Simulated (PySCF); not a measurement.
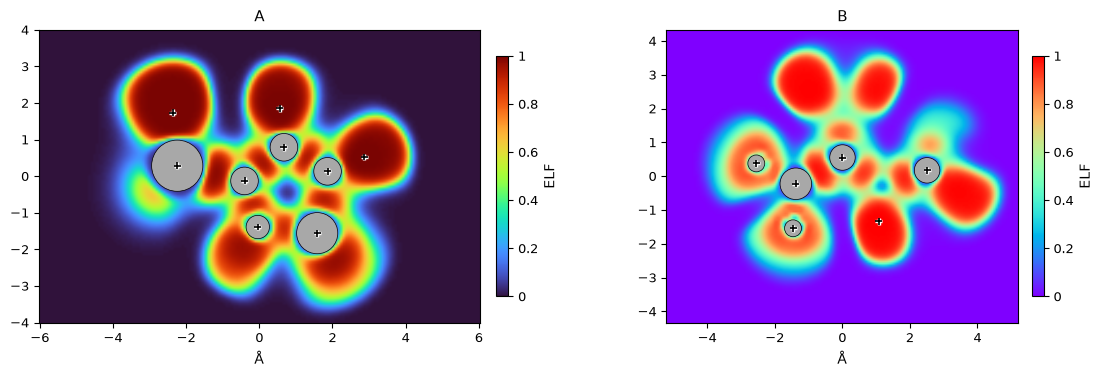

The electron localisation function of 2 systems, each on a plane through atoms (crosses mark nuclei in the plane; grey discs cover the cores).

All numbers below come from PBE0/def2-SVPD, SCF density, gas phase (PySCF 2.14.0).

System 1: C₄H₇BF₂O, the plane of atoms F7, B6 and F8. Geometry: GFN2-xTB.

```xyz
15

C     0.8386   -1.2808    0.2592
C     0.4153    0.0800   -0.3151
C    -0.8868    0.5632    0.3441
C    -2.1029   -0.1499   -0.1738
O    -2.1303   -0.9013   -1.1060
B     1.5743    1.1590   -0.2761
F     2.8484    0.8565   -0.4033
F     1.3476    2.4524   -0.1444
H     1.7439   -1.6303   -0.2291
H     1.0343   -1.2024    1.3265
H     0.0524   -2.0136    0.0998
H     0.1746   -0.0914   -1.3749
H    -1.0454    1.6292    0.1543
H    -0.8434    0.4392    1.4284
H    -3.0250    0.0984    0.3885
```

System 2: C₅H₇NSSi (SMILES C=C[SiH2]c1ccsn1), the plane of atoms S7, C6 and H15. Geometry: GFN2-xTB.

```xyz
15

C     2.2879    0.9238   -0.2398
C     2.2095   -0.3289    0.1825
Si    0.6689   -1.4060    0.0559
C    -0.8203   -0.2891   -0.2452
C    -1.8385    0.0346    0.6844
C    -2.7387    0.8931    0.1307
S    -2.2754    1.2390   -1.4827
N    -0.9499    0.2889   -1.4145
H     1.4428    1.4182   -0.6917
H     3.1920    1.5097   -0.1633
H     3.0903   -0.7832    0.6213
H     0.4407   -2.0983    1.3337
H     0.7886   -2.3750   -1.0366
H    -1.8830   -0.3481    1.6869
H    -3.6196    1.3293    0.5564
```

Q: Which map belongs to which system?

A: Panel A is system 2, C₅H₇NSSi: the plane holds Si, C, S, N and H. C–N (1.31 Å): the ELF peaks at about 0.90 between the atoms; localised, covalent bonding. Panel B is system 1, C₄H₇BF₂O: the plane holds C, B, F and H. B–F (1.32 Å): the ELF peaks at about 0.85 between the atoms: a polar covalent bond.
